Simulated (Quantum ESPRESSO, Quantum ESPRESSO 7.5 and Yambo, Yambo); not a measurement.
# A GW chain in Yambo: Diamond (Fd-3m, 2 atoms a cell)

Aim: the G0W0 gap of Diamond (Fd-3m, 2 atoms a cell) on PBE, step by step.

Program: Quantum ESPRESSO 7.5 and Yambo 5.3.0. Level of theory: PBE and many-body steps on it, plane waves. Results are calculated unless marked as measured.

**Experimental background.**

- Gap 5.5 eV: band gap, experimental literature value; bulk crystal (quoted in “Fermi level pinning by defects can explain the large reported carbon 1s binding energy variations in diamond”, 2019, arxiv:1902.02958).

- Gap 5.47 eV: experimental band gap used as input; bulk crystal (quoted in “Enhanced Electron Emission Performance and Air‐Surface Stability in ScO‐Terminated Diamond for Thermionic Energy Converters”, 2024, pmc:11600692).

Report form: the programs' logs are mostly left out.

## (1) Set-up

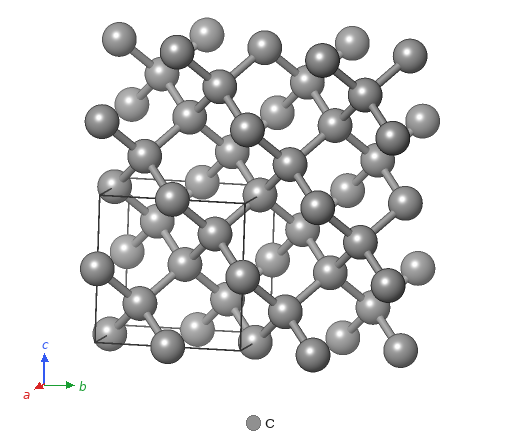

The starting structure, seen slightly off an axis (carbon grey). 1×2×2 cells are drawn. This picture shows the conventional cell, with its axes. Some periodic images of atoms are drawn too.

The cell and positions come from the Crystallography Open Database and are kept as given unless a step says otherwise.

## (2) Ground state

This step: Quantum ESPRESSO 7.5; DFT, PBE, plane waves, norm-conserving pseudopotentials.

The ground-state density comes first.

The input, pw.in:

```
&control
  calculation = 'scf'
  prefix = 'x'
  outdir = 'o'
  pseudo_dir = 'pseudo'
/
&system
  ibrav = 0
  nat = 2
  ntyp = 1
  ecutwfc = 74.0
  nbnd = 9
  force_symmorphic = .true.
/
&electrons
  conv_thr = 1e-10
  electron_maxstep = 80
  mixing_beta = 0.5
/
ATOMIC_SPECIES
  C 12.011 C.upf
CELL_PARAMETERS angstrom
  -0.0000000000 1.7833700000 1.7833700000
  1.7833700000 -0.0000000000 1.7833700000
  1.7833700000 1.7833700000 0.0000000000
ATOMIC_POSITIONS crystal
  C 0.0000000000 0.0000000000 0.0000000000
  C 0.2500000000 0.2500000000 0.2500000000
K_POINTS automatic
  10 10 10 0 0 0
```

The run is started by

```console
$ OMP_NUM_THREADS=1 mpirun -n 4 pw.x -nk 4 -in pw.in > pw.out
```

The job ended after 2.1 s (4 MPI ranks of Arm Neoverse V1, shared host; peak memory 0.17 GiB; 8.1 s of CPU time).

This step gave:

| Property | Result |
| --- | --- |
| total energy | -327.5613 eV |
| gap | 4.229 eV |
| k of the valence top | 0, 0, 0 |
| k of the conduction bottom | 0, 0.4, 0.4 |
| least direct gap | 5.626 eV |

The gap is indirect, with the least direct gap 1.40 eV higher.

## (3) Bands along the symmetry lines

Levels along a band path, at the cheap level, show where the edges lie and whether the meshes to come will hold them.

The input, pw.in:

```
&control
  calculation = 'bands'
  prefix = 'x'
  outdir = 'o'
  pseudo_dir = 'pseudo'
/
&system
  ibrav = 0
  nat = 2
  ntyp = 1
  ecutwfc = 74.0
  nbnd = 10
  force_symmorphic = .true.
/
&electrons
  conv_thr = 1e-9
  electron_maxstep = 80
  diago_full_acc = .true.
  diago_thr_init = 5e-6
/
ATOMIC_SPECIES
  C 12.011 C.upf
CELL_PARAMETERS angstrom
  -0.0000000000 1.7833700000 1.7833700000
  1.7833700000 -0.0000000000 1.7833700000
  1.7833700000 1.7833700000 0.0000000000
ATOMIC_POSITIONS crystal
  C 0.0000000000 0.0000000000 0.0000000000
  C 0.2500000000 0.2500000000 0.2500000000
K_POINTS crystal
  50
  0.00000000 0.00000000 0.00000000 1
  0.06250000 0.00000000 0.06250000 1
  0.12500000 0.00000000 0.12500000 1
  0.18750000 0.00000000 0.18750000 1
  0.25000000 0.00000000 0.25000000 1
  0.31250000 0.00000000 0.31250000 1
  0.37500000 0.00000000 0.37500000 1
  0.43750000 0.00000000 0.43750000 1
  0.50000000 0.00000000 0.50000000 1
  0.51562500 0.03125000 0.51562500 1
  0.53125000 0.06250000 0.53125000 1
  0.54687500 0.09375000 0.54687500 1
  0.56250000 0.12500000 0.56250000 1
  0.57812500 0.15625000 0.57812500 1
  0.59375000 0.18750000 0.59375000 1
  0.60937500 0.21875000 0.60937500 1
  0.62500000 0.25000000 0.62500000 1
  0.37500000 0.37500000 0.75000000 1
  0.32812500 0.32812500 0.65625000 1
  0.28125000 0.28125000 0.56250000 1
  0.23437500 0.23437500 0.46875000 1
  0.18750000 0.18750000 0.37500000 1
  0.14062500 0.14062500 0.28125000 1
  0.09375000 0.09375000 0.18750000 1
  0.04687500 0.04687500 0.09375000 1
  0.00000000 0.00000000 0.00000000 1
  0.06250000 0.06250000 0.06250000 1
  0.12500000 0.12500000 0.12500000 1
  0.18750000 0.18750000 0.18750000 1
  0.25000000 0.25000000 0.25000000 1
  0.31250000 0.31250000 0.31250000 1
  0.37500000 0.37500000 0.37500000 1
  0.43750000 0.43750000 0.43750000 1
  0.50000000 0.50000000 0.50000000 1
  0.50000000 0.46875000 0.53125000 1
  0.50000000 0.43750000 0.56250000 1
  0.50000000 0.40625000 0.59375000 1
  0.50000000 0.37500000 0.62500000 1
  0.50000000 0.34375000 0.65625000 1
  0.50000000 0.31250000 0.68750000 1
  0.50000000 0.28125000 0.71875000 1
  0.50000000 0.25000000 0.75000000 1
  0.50000000 0.21875000 0.71875000 1
  0.50000000 0.18750000 0.68750000 1
  0.50000000 0.15625000 0.65625000 1
  0.50000000 0.12500000 0.62500000 1
  0.50000000 0.09375000 0.59375000 1
  0.50000000 0.06250000 0.56250000 1
  0.50000000 0.03125000 0.53125000 1
  0.50000000 0.00000000 0.50000000 1
```

Wall time 1.2 s (4 MPI ranks); peak memory 0.05 GiB; 4.6 s of CPU time.

This step gave:

| Item | Value |
| --- | --- |
| gap | 4.190 eV |
| k of the valence top | 0, 0, 0 |
| k of the conduction bottom | 0.375, 0, 0.375 |
| least direct gap | 5.626 eV |

The gap is 4.190 eV, −0.039 eV from the run before at this level.

The electronic bands at the labelled points (eV, zero at the top of the highest filled band; v1 is the highest filled band, c1 the lowest empty one):

```csv
point,v4,v3,v2,v1,c1,c2,c3,c4
Γ,-21.49,0.00,0.00,0.00,5.63,5.63,5.63,13.33
X,-12.78,-12.78,-6.32,-6.32,4.83,4.83,16.82,16.82
U,-12.99,-11.74,-9.33,-5.38,5.74,10.80,14.39,15.64
jump to K,-12.99,-11.74,-9.33,-5.38,5.74,10.80,14.39,15.64
Γ,-21.49,0.00,0.00,0.00,5.63,5.63,5.63,13.33
L,-15.71,-13.39,-2.81,-2.81,8.52,8.52,8.89,15.71
W,-11.99,-11.99,-8.33,-8.33,10.68,10.68,12.35,12.35
X,-12.78,-12.78,-6.32,-6.32,4.83,4.83,16.82,16.82
```

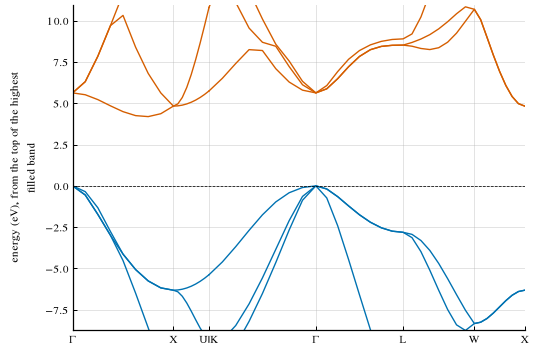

Electronic bands along the path; lines of filled and empty bands in two colours.

## (4) Empty states on the mesh, 8×8×8 mesh, 76 bands

The sums over transitions need many empty states on a uniform mesh; this step solves for them.

The input, pw.in:

```
&control
  calculation = 'nscf'
  prefix = 'x'
  outdir = 'o'
  pseudo_dir = 'pseudo'
/
&system
  ibrav = 0
  nat = 2
  ntyp = 1
  ecutwfc = 74.0
  nbnd = 76
  force_symmorphic = .true.
/
&electrons
  conv_thr = 1e-9
  electron_maxstep = 80
  diago_full_acc = .true.
  diago_thr_init = 5e-6
/
ATOMIC_SPECIES
  C 12.011 C.upf
CELL_PARAMETERS angstrom
  -0.0000000000 1.7833700000 1.7833700000
  1.7833700000 -0.0000000000 1.7833700000
  1.7833700000 1.7833700000 0.0000000000
ATOMIC_POSITIONS crystal
  C 0.0000000000 0.0000000000 0.0000000000
  C 0.2500000000 0.2500000000 0.2500000000
K_POINTS automatic
  8 8 8 0 0 0
```

Run time: 4.2 s. Hardware: 4 MPI ranks; peak memory 0.18 GiB.

This step gave:

| Property | Result |
| --- | --- |
| gap | 4.190 eV |
| k of the valence top | 0, 0, 0 |
| k of the conduction bottom | 0, 0.375, 0.375 |
| least direct gap | 5.626 eV |
| k points computed | 29 |
| lowest point of the top converged band, above the valence top | 175.9299 eV |

On this mesh the gap is 4.190 eV.

## (5) Conversion and set-up

This step: Yambo 5.3.0; conversion and set-up on PBE, plane waves, norm-conserving pseudopotentials.

The states are converted to the many-body program's format and the q mesh is built.

The run is started by

```console
$ (cd o/x.save; p2y > p2y.log; mv SAVE ../..); yambo > setup.log
```

The job ended after 1.7 s (1 MPI rank; peak memory 0.23 GiB).

## (6) Screening and self-energy, 8×8×8 mesh, 76 bands, screening to 217.7 eV

Now the one-shot GW correction: screening in the RPA, then the self-energy of the levels asked for.

This step: G0W0 on PBE, plane waves, norm-conserving pseudopotentials.

The input, gw3.in:

```
HF_and_locXC
gw0
dyson
ppa
em1d
rim_cut
RandQpts= 1000000
RandGvec= 1 RL
EXXRLvcs= 74 Ry
VXCRLvcs= 296 Ry
Chimod= "HARTREE"
% BndsRnXp
 1 | 76 |
%
NGsBlkXp= 16 Ry
% LongDrXp
 1 | 1 | 1 |
%
% GbndRnge
 1 | 76 |
%
DysSolver= "n"
ExtendOut
PPAPntXp= 27.21138 eV
% QPkrange
 1 | 1 | 3 | 6 |
 18 | 18 | 3 | 6 |
%
```

The run is started by

```console
$ OMP_NUM_THREADS=1 mpirun -n 4 yambo -F gw3.in -J gw3 -C gw3 > gw3.log
```

Wall time 85 s (4 MPI ranks); peak memory 1.2 GiB; 5.6 min of CPU time.

This step gave:

* G0W0 gap on the points computed: 5.446 eV
* starting gap on the mesh: 4.190 eV
* k of the valence top: 0, 0, 0
* k of the conduction bottom: 0, 0.375, 0.375
* least direct G0W0 gap on the computed points: 7.366 eV
* Z at the valence top: 0.8309
* Z at the conduction bottom: 0.8412

The gap on the mesh goes from 4.19 eV to 5.45 eV, a correction of +1.26 eV. The start differs from the 4.23 eV found before because the two sample other k points.

Limits: finite bands, cutoff and mesh. v1 is the top filled band, c1 the lowest empty one. The levels before and after the correction (eV, zero at the valence-band top of each column):

```csv
,conduction bottom,valence top
Kohn-Sham,4.19,0.00
G0W0,5.45,0.00
```

```csv
,level,energy (eV)
Kohn-Sham,Γ v2-v1,0.000
Kohn-Sham,Γ c1-c2,5.626
Kohn-Sham,(0 0.375 0.375) v2-v1,-5.754
Kohn-Sham,(0 0.375 0.375) c1,4.190
Kohn-Sham,(0 0.375 0.375) c2,6.803
G0W0,Γ v2-v1,0.000
G0W0,Γ c1-c2,7.366
G0W0,(0 0.375 0.375) v2-v1,-6.130
G0W0,(0 0.375 0.375) c1,5.446
G0W0,(0 0.375 0.375) c2,8.041
```

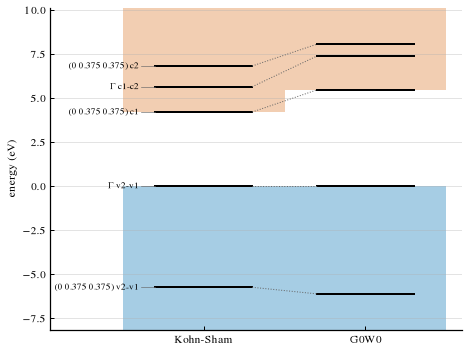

Levels before and after the correction. Shaded: valence and conduction bands.

## (7) Where the time went

Times are wall times on the hardware named with each run, good to a factor of about two.

```csv
step,time,share,memory (GiB)
ground state,2.1 s,2 %,0.17
bands along the symmetry lines,1.2 s,1 %,0.05
empty states on the mesh,4.2 s,4 %,0.18
conversion and set-up,1.7 s,2 %,0.23
screening and self-energy,85 s,90 %,1.2
```

## (8) Outcome

```
PBE gap              : 4.19 eV, indirect
G0W0 gap on the mesh : 5.45 eV
GW settings          : 8×8×8 mesh, 76 bands, screening to 217.7 eV, Godby-Needs plasmon pole
known limits         : not at the basis limit
```

**Reading.** G0W0 moves the gap on the mesh from 4.19 eV to 5.45 eV (+1.26 eV), with Z of 0.83 and 0.84 at the edges. Only 2 of the mesh's irreducible points were corrected, so a valley elsewhere could overtake. The dearest step here is «screening and self-energy». Against experiment, by G0W0@PBE: the gap of 5.45 eV lies −0.05 eV from the measured 5.5 eV (kind not stated, quoted 2019); the gap of 5.45 eV lies −0.02 eV from the measured 5.47 eV (kind not stated, quoted 2024). The calculation has static nuclei and no excitons; a measured gap holds zero-point and thermal motion, which mostly lowers it. Bands and cutoff are finite, so the gap is not at the basis limit. The miss can reach some tenths of an eV and take either sign; the mesh is an error of its own. In the G0W0 run levels were corrected at 2 k points alone, so a gap called «on the mesh» is the least over those, and an edge elsewhere would be missed.

[Paths, hosts, dates, memory and timing lines, banners, echoed tables and standing remarks are left out of the program output.]

[Logs are printed without paths, hosts, clocks, repeated set-up lines and the standing remarks that a program may print on its own settings, such as how far it seeks lower states.]

[Runs of the session that timed out or met a known fault of the program may be left out.]

[Hosts, paths, dates, database ids (printed as entryN), source tags and the programs' standing remarks are cut or masked in the printed files.]
